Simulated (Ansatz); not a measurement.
CH2Te (SMILES C=[Te]) (triplet)

The calculation's input:

```
crystal:
  periodic: [false, false, false]
  atoms:
    - {symbol: C, position_ang: [-0.276249, -0.268688, 0.851550]}
    - {symbol: Te, position_ang: [-1.023161, 1.089629, -0.474963]}
    - {symbol: H, position_ang: [-0.795367, -1.218181, 1.004186]}
    - {symbol: H, position_ang: [0.539133, 0.019313, 1.519786]}
basis:
  gaussian:
    orbitals: def2-TZVPD
output: {forces: true, orbitals: {seedname: orbitals}}
magnetization:
  spin_polarized: true
  initial_magnetization: 2
hamiltonian:
  xc: pbe0
```

Launched as:

```sh
ansatz run input.yaml --threads 1 --pin off --max-ram 2610MiB --events-out events.jsonl --progress --plain --runs-dir runs
```

Geometry: PBE0-D3(BJ)/def2-SVP; core potentials replace the inner electrons of Te.

The calculation used isolated molecule in a Gaussian basis; Kohn-Sham density functional theory, functional PBE0 in Ansatz.

Q: What can the converged electron density, electron localisation function and spin density tell about the bonding?

A: C–Te (2.04 Å): ρ at the midpoint is about 0.92 e/Å³; the ELF peaks at about 0.85 between the atoms: a covalent bond.
C–H (1.09 Å): ρ is about 2 e/Å³ halfway; the ELF climbs to about 1 towards the hydrogen, as it does in any bond to H; an ordinary covalent bond to hydrogen.
The unpaired spin (2 electrons) lies mostly on Te2 (about 1.2) and C1 (about 0.7), in electrons by Hirshfeld's partition.

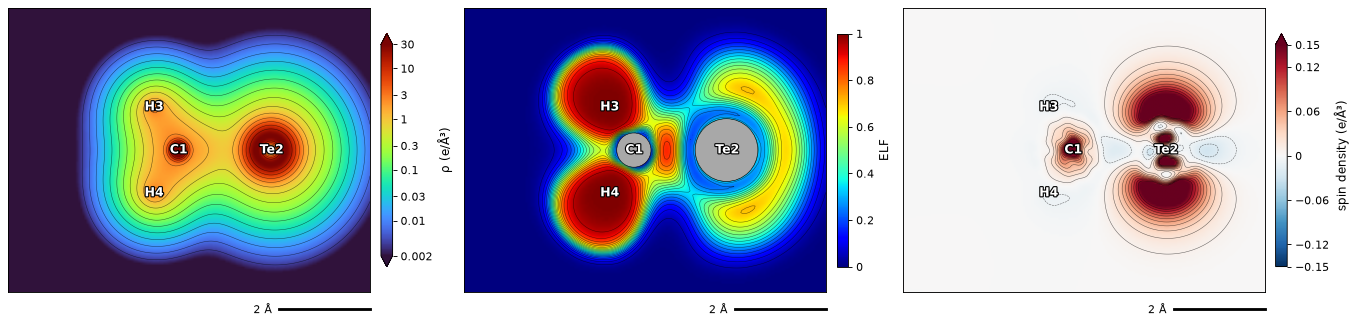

Computed electron density, electron localisation function and spin density on the molecular plane, in this order. Grey discs cover the atomic cores in the ELF map. 
